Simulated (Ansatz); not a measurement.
# A correction line for PBE-D4/def2-TZVPP: atomisation energy

The atomisation energy (no zero-point term) in kJ/mol of 7 P-containing molecules: x at PBE-D4/def2-TZVPP, y at CCSD(T)/CBS estimate. Shapes, held fixed at every level: PBE0-D4/def2-TZVP. Flexible molecules stand in one conformer, not always the lowest. Programs: Ansatz 0.2.0.

```
                              molecule  x (kJ/mol)  y (kJ/mol)
                             PH(SiH3)2        2789        2826
          P4O6 (phosphorus(iii) oxide)        4655        4449
          P(CH3)3 (trimethylphosphine)        4829        4761
 P(CH3)3S (trimethylphosphine sulfide)        5213        5129
                          P(BH3)(CH3)3        6194        6104
C10H23P (SMILES CC(C)P(C(C)C)C(C)(C)C)       13585           ?
C10H23P (SMILES CCP(C(C)(C)C)C(C)(C)C)       13587       13359
```

Problem. Fit y = c + s·x to the known rows and predict y for C10H23P (SMILES CC(C)P(C(C)C)C(C)(C)C).

Solution. 
1. Means of the 6 rows: x = 6211.17, y = 6104.7.
2. Σ(Δx)² = 71442813, Σ(Δx·Δy) = 70134451, so the slope is 70134451/71442813 = 0.98169.
3. Intercept: 6104.7 − (0.98169) × 6211.17 = 7.3. The largest residual of the fit is 128.
4. C10H23P (SMILES CC(C)P(C(C)C)C(C)(C)C): 7.3 + 0.98169 × 13585 = 13344 kJ/mol.

CCSD(T)/CBS estimate gives 13355 kJ/mol, so the prediction is off by -11 kJ/mol, within the largest residual. Uncorrected, PBE-D4/def2-TZVPP misses it by +230 kJ/mol, and the other rows by 119 on average. The line removes about 100 % of this miss. C10H23P (SMILES CCP(C(C)(C)C)C(C)(C)C) lies far out in x and weighs most in the slope. Left out in turn, the other rows are missed by 85 kJ/mol on average. The CBS estimate extrapolates MP2 from def2-TZVPP and def2-QZVPP and adds CCSD(T) − MP2 in the triple-zeta set, cores frozen.

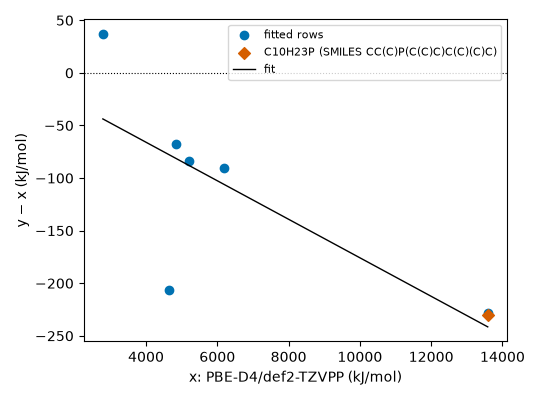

The correction y − x against x, with the fitted line and the withheld molecule.
